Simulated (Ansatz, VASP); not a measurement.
# Se (Selenium): VASP beside Ansatz

Wanted: the spread between two codes on one cell, functional and k mesh.

Method: plane waves, with VASP 6.6.1 beside it; band structure at HSE06, in Ansatz 0.2.0.

**1. The starting structure**

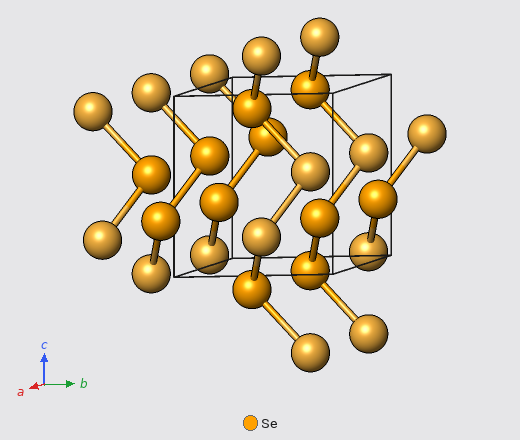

Start, viewed slightly off an axis; selenium orange. 2×1×1 cells are drawn. Some periodic images of atoms are drawn too.

Coordinates:

```xyz
3
Lattice="4.3662 0.0000 0.0000 -2.1831 3.7812 0.0000 0.0000 0.0000 4.9536" Properties=species:S:1:pos:R:3 pbc="T T T"
Se    1.6910    2.9289    0.0000
Se   -0.4921    0.8523    3.3024
Se    0.9841    0.0000    1.6512
```

**2. VASP: band structure, HSE06**

The same path points are solved in both programs, so levels can be compared one by one.

Lines of VASP's logs that name or quote its potential files are left out, and so is its time.

Contents of INCAR:

```
SYSTEM = Se
PREC = Accurate
ENCUT = 350
EDIFF = 1E-06
NELM = 100
ISMEAR = 0
SIGMA = 0.03
LREAL = .FALSE.
ALGO = Normal
LHFCALC = .TRUE.
AEXX = 0.25
GGA = PE
HFSCREEN = 0.2
LASPH = .TRUE.
NBANDS = 15
PRECFOCK = Fast
LORBIT = 11
LWAVE = .FALSE.
LCHARG = .FALSE.
KPAR = 4
```

Contents of POSCAR:

```
Se
1.0
    4.3662000000      0.0000000000      0.0000000000
   -2.1831000000      3.7812401180      0.0000000000
    0.0000000000      0.0000000000      4.9536000000
Se
3
Direct
    0.7746000000      0.7746000000      0.0000000000
    0.0000000000      0.2254000000      0.6666666667
    0.2254000000      0.0000000000      0.3333333333
```

Contents of KPOINTS:

```
Automatic mesh
0
Gamma
4 4 3
0 0 0
```

Contents of KPOINTS_OPT:

```
Line mode
10
Line-mode
Reciprocal
  0.00000000   0.00000000   0.00000000 GAMMA
  0.50000000   0.00000000   0.00000000 M

  0.50000000   0.00000000   0.00000000 M
  0.33333333   0.33333333   0.00000000 K

  0.33333333   0.33333333   0.00000000 K
  0.00000000   0.00000000   0.00000000 GAMMA

  0.00000000   0.00000000   0.00000000 GAMMA
  0.00000000   0.00000000   0.50000000 A

  0.00000000   0.00000000   0.50000000 A
  0.50000000   0.00000000   0.50000000 L

  0.50000000   0.00000000   0.50000000 L
  0.33333333   0.33333333   0.50000000 H

  0.33333333   0.33333333   0.50000000 H
  0.00000000   0.00000000   0.50000000 A

  0.50000000   0.00000000   0.50000000 L
  0.50000000   0.00000000   0.00000000 M

  0.33333333   0.33333333   0.00000000 K
  0.33333333   0.33333333   0.50000000 H
```

The projector-augmented-wave data sets are Se (PBE family, release 64).

The run is started by

```
$ mpirun -np 4 vasp_std
```

Numbers of over 12 decimals in the logs are rounded to 6 here.

What it wrote:

```text
[banner, memory and clock lines left out]
running    4 mpi-ranks, on    1 nodes
 distrk:  each k-point on    1 cores,    4 groups
 distr:  one band on    1 cores,    1 groups

 POSCAR found type information on POSCAR Se
 POSCAR found :  1 types and       3 ions
 LDA part: xc-table for (Slater+PW92), standard interpolation
 found WAVECAR, reading the header
 POSCAR, INCAR and KPOINTS ok, starting setup
 FFT: planning ... GRIDC
 FFT: planning ... GRID_SOFT
 FFT: planning ... GRID
 reading WAVECAR
 the WAVECAR file was read successfully
 initial charge from wavefunction
 entering main loop
       N       E                     dE             d eps       ncg     rms          rms(c)
DAV:   1    -0.132749431254E+02   -0.13275E+02   -0.11607E+00   270   0.727E+00    0.229E+00
DAV:   2    -0.132941590193E+02   -0.19216E-01   -0.44901E-02   368   0.119E+00    0.153E+00
DAV:   3    -0.132914422681E+02    0.27168E-02   -0.29161E-03   375   0.329E-01    0.885E-01
DAV:   4    -0.132903885730E+02    0.10537E-02   -0.83392E-04   368   0.194E-01    0.475E-01
DAV:   5    -0.132900821305E+02    0.30644E-03   -0.22837E-04   368   0.105E-01    0.261E-01
DAV:   6    -0.132899984466E+02    0.83684E-04   -0.67309E-05   354   0.573E-02    0.144E-01
DAV:   7    -0.132899794788E+02    0.18968E-04   -0.23379E-05   361   0.342E-02    0.794E-02
DAV:   8    -0.132899780102E+02    0.14686E-05   -0.84642E-06   361   0.209E-02    0.438E-02
DAV:   9    -0.132899799308E+02   -0.19205E-05   -0.31325E-06   382   0.129E-02    0.242E-02
DAV:  10    -0.132899818211E+02   -0.18903E-05   -0.11561E-06   289   0.808E-03    0.137E-02
DAV:  11    -0.132899830777E+02   -0.12566E-05   -0.57838E-07   282   0.597E-03    0.774E-03
DAV:  12    -0.132899838198E+02   -0.74210E-06   -0.22511E-07   240   0.373E-03
   1 F= -.13289984E+02 E0= -.13289984E+02  d E =-.211182E-16
 Start KPOINTS_OPT (optional k-point list driver)
k-point batch [1-9\90]
       N       E                     dE             ncg
DAV:   1     0.648920623927E+02   -0.15016E+04      270
DAV:   2    -0.674569504018E+03   -0.73946E+03      341
DAV:   3    -0.759215214868E+03   -0.84646E+02      305
DAV:   4    -0.761092221725E+03   -0.18770E+01      333
DAV:   5    -0.761108047678E+03   -0.15826E-01      333
DAV:   6    -0.761108208459E+03   -0.16078E-03      326
DAV:   7    -0.761108210221E+03   -0.17614E-05      280
DAV:   8    -0.761108210269E+03   -0.48084E-07      247
[...]
k-point batch [82-90\90]
       N       E                     dE             ncg
DAV:   1    -0.217860644091E+02   -0.42741E+04      270
DAV:   2    -0.714036514015E+03   -0.69225E+03      354
DAV:   3    -0.783464589078E+03   -0.69428E+02      298
DAV:   4    -0.784500624492E+03   -0.10360E+01      340
DAV:   5    -0.784509114369E+03   -0.84899E-02      347
DAV:   6    -0.784509187333E+03   -0.72965E-04      333
DAV:   7    -0.784509188191E+03   -0.85786E-06      269
```

Parts of OUTCAR (step 2):

```text
ion  position               nearest neighbor table
   1  0.775  0.775  0.000-   2 2.37   3 2.37
   2  0.000  0.225  0.667-   1 2.37   3 2.37
   3  0.225  0.000  0.333-   1 2.37   2 2.37

  LATTYP: Found a hexagonal cell.
 ALAT       =     4.3662000000
 C/A-ratio  =     1.1345334616

 Subroutine GETGRP returns: Found  6 space group operations
 (whereof  2 operations were pure point group operations)

The static configuration has the point symmetry C_2 .
 The point group associated with its full space group is D_3 .

 Found      9 irreducible k-points:

   k-points           NKPTS =      9   k-points in BZ     NKDIM =     48   number of bands    NBANDS=     15

   dimension x,y,z NGX =    28 NGY =   28 NGZ =   30
   dimension x,y,z NGXF=    56 NGYF=   56 NGZF=   60

   ENCUT  =  350.0 eV  25.72 Ry    5.07 a.u.   6.66  6.66  7.56*2*pi/ulx,y,z

   NELECT =      18.0000    total number of electrons

 k-points in reciprocal lattice and weights: Automatic mesh
   0.00000000  0.00000000  0.00000000       0.021
   0.25000000  0.00000000  0.00000000       0.125
   0.50000000  0.00000000  0.00000000       0.062
   0.25000000  0.25000000  0.00000000       0.125
   0.00000000  0.00000000  0.33333333       0.042
   0.25000000  0.00000000  0.33333333       0.125
   0.00000000  0.25000000  0.33333333       0.125
   0.50000000  0.00000000  0.33333333       0.125
   0.25000000  0.25000000  0.33333333       0.250

  exchange ACFDT corr.  =         0.00000000  see jH, gK, PRB 81, 115126

 average (electrostatic) potential at core
       1 -52.6137       2 -52.6137       3 -52.6137

 E-fermi :   1.9680

 k-point     1 :       0.0000    0.0000    0.0000
  band No.  band energies     occupation
    ...
      5      -1.9094      2.00000
      6      -1.8824      2.00000
      7      -0.2104      2.00000
      8      -0.2104      2.00000
      9       1.5605      2.00000
     10       4.9200      0.00000
     11       4.9200      0.00000
     12       5.2040      0.00000
     13       9.2438      0.00000
     14       9.5178      0.00000
    ...

 k-point     2 :       0.2500    0.0000    0.0000
  band No.  band energies     occupation
    ...
      5      -2.5101      2.00000
      6      -1.7454      2.00000
      7      -0.1507      2.00000
      8       0.3292      2.00000
      9       1.1722      2.00000
     10       4.8754      0.00000
     11       5.0061      0.00000
     12       5.8468      0.00000
     13       8.9870      0.00000
     14       9.3281      0.00000
    ...

 k-point     3 :       0.5000    0.0000    0.0000
  band No.  band energies     occupation
    ...
      5      -2.8941      2.00000
      6      -1.6309      2.00000
      7      -1.0059      2.00000
      8       0.2018      2.00000
      9       0.9712      2.00000
     10       4.9042      0.00000
     11       5.3382      0.00000
     12       7.2534      0.00000
     13       8.2655      0.00000
     14      10.8127      0.00000
    ...

  energy-cutoff  :      350.00
  volume of cell :       81.78
      direct lattice vectors                 reciprocal lattice vectors
     4.366200000  0.000000000  0.000000000     0.229032110  0.132231751  0.000000000
    -2.183100000  3.781240118  0.000000000     0.000000000  0.264463501  0.000000000
     0.000000000  0.000000000  4.953600000     0.000000000  0.000000000  0.201873385

 POSITION                                       TOTAL-FORCE (eV/Angst)
 -----------------------------------------------------------------------------------
      1.69103      2.92895      0.00000         0.105276      0.182344      0.000000
     -0.49207      0.85229      3.30240         0.105276     -0.182344      0.000000
      0.98414      0.00000      1.65120        -0.210553     -0.000000      0.000000
 -----------------------------------------------------------------------------------
    total drift:                               -0.000000     -0.000001      0.000000

  FREE ENERGIE OF THE ION-ELECTRON SYSTEM (eV)
  ---------------------------------------------------
  free  energy   TOTEN  =       -13.2899838198 eV

  energy  without entropy=      -13.2899838198  energy(sigma->0) =      -13.28998382

 total charge
# of ion       s       p       d       tot
------------------------------------------
    1        1.524   2.210   0.059   3.793
    2        1.524   2.210   0.059   3.793
    3        1.524   2.210   0.059   3.793
--------------------------------------------------
tot          4.573   6.630   0.177  11.380

[... 3 further parts left out ...]
```

[end of part 1 of 2]

[Lines on the potential files, build, host, timing and source positions are cut from VASP's logs without a mark.]

[Logs are printed without paths, hosts, clocks, repeated set-up lines and the standing remarks that a program may print on its own settings, such as how far it seeks lower states.]

[Hosts, paths, dates, database ids (printed as entryN), source tags and the programs' standing remarks are cut or masked in the printed files.]
